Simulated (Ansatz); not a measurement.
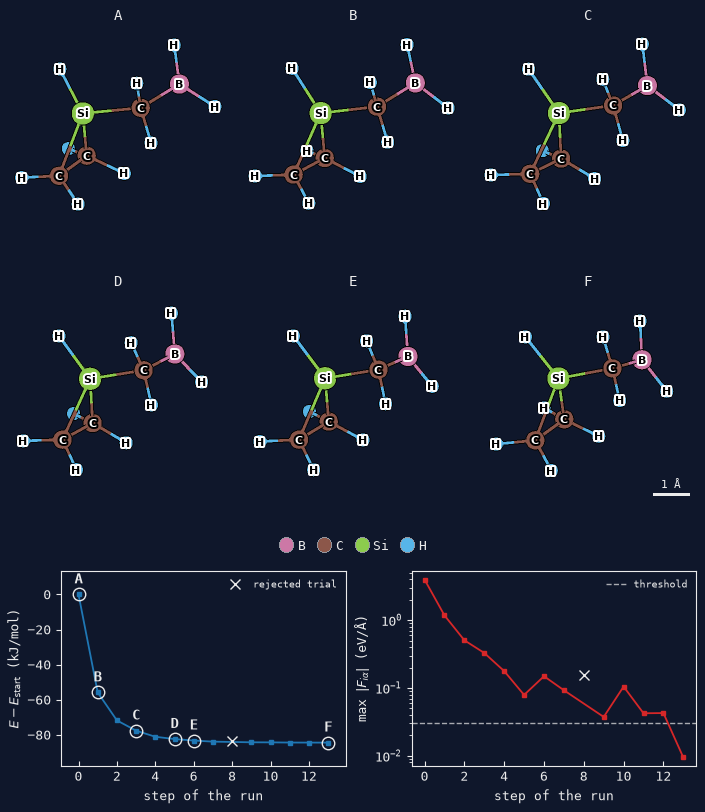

Frames of a relaxation of C₃H₉BSi (coarse preliminary run), marked on the history of the run. The picture is a ball-and-stick view, seen from a free direction.

The start comes from a force field.

The calculation used Ansatz, RKS PBE-D4/def2-SVP.

Input
```yaml
crystal:
  periodic: [false, false, false]
  atoms:
    - {symbol: B, position_ang: [-0.586400, 0.344500, 2.122700]}
    - {symbol: C, position_ang: [-0.623300, 1.138900, 0.712800]}
    - {symbol: Si, position_ang: [0.734700, 0.480800, -0.363900]}
    - {symbol: C, position_ang: [0.470500, -1.309100, -0.810000]}
    - {symbol: C, position_ang: [0.231600, -0.395400, -1.959300]}
    - {symbol: H, position_ang: [-1.585800, -0.214000, 2.438200]}
    - {symbol: H, position_ang: [0.327500, 0.454200, 2.833900]}
    - {symbol: H, position_ang: [-1.550000, 1.004400, 0.188900]}
    - {symbol: H, position_ang: [-0.460400, 2.243900, 0.925800]}
    - {symbol: H, position_ang: [2.164400, 0.528500, 0.136100]}
    - {symbol: H, position_ang: [1.280900, -1.971900, -0.866000]}
    - {symbol: H, position_ang: [-0.539400, -1.709500, -0.386500]}
    - {symbol: H, position_ang: [-0.874900, -0.175800, -2.247000]}
    - {symbol: H, position_ang: [0.997600, -0.448700, -2.697000]}
basis:
  gaussian: {orbitals: def2-SVP}
hamiltonian: {xc: pbe, dispersion: d4}
relax: {f_tol: 0.03, max_steps: 200}
```

Launched with:
```bash
ansatz run in.yaml --threads 4 --pin off --events-out ev --progress --plain --max-ram 10444MiB
```

Question: Describe the path.

Answer: Over 12 accepted moves (13 points after the start) the energy falls by 84.4 kJ/mol. Largest force component: 3.9 eV/Å at the start, 0.0095 eV/Å at the end. The line search rejected the trial step at point 8 of the run. The largest move after the best rigid fit is that of H6, 0.79 Å. Largest moves by element: H 0.79 Å, B 0.34 Å, C 0.30 Å, Si 0.16 Å. Among the contacts that change: B1–Si3 2.819 → 2.396 Å, B1–C2 1.619 → 1.547 Å, C4–H12 1.166 → 1.101 Å, C5–H13 1.164 → 1.103 Å. Among the angles between lasting bonds that change: B1–C2–Si3 108.4° → 87.2°, C4–Si3–H10 104.1° → 114.7°, B1–C2–H9 108.1° → 117.8°. Groups turn about C2–Si3 by about 25°, B1–C2 by about 20°. From step 0 to 1: H10 moves most (0.19 Å), energy −55.8 kJ/mol. From step 1 to 3: H8 moves most (0.16 Å), energy −21.8 kJ/mol. From step 3 to 5: H6 moves most (0.29 Å), energy −4.78 kJ/mol. From step 5 to 6: H6 moves most (0.18 Å), energy −0.85 kJ/mol. From step 6 to 13: H7 moves most (0.18 Å), energy −1.18 kJ/mol.

| step | E − E(0), kJ/mol | largest force component, eV/Å | note |
| --- | --- | --- | --- |
| 0 | 0.00 | 3.9479 |  |
| 1 | -55.83 | 1.1725 |  |
| 2 | -71.75 | 0.5043 |  |
| 3 | -77.60 | 0.3282 |  |
| 4 | -81.07 | 0.1774 |  |
| 5 | -82.38 | 0.0791 |  |
| 6 | -83.23 | 0.1492 |  |
| 7 | -83.85 | 0.0926 |  |
| 8 | -83.66 | 0.1537 | rejected |
| 9 | -84.23 | 0.0375 |  |
| 10 | -84.27 | 0.1049 |  |
| 11 | -84.37 | 0.0424 |  |
| 12 | -84.39 | 0.0427 |  |
| 13 | -84.41 | 0.0095 |  |
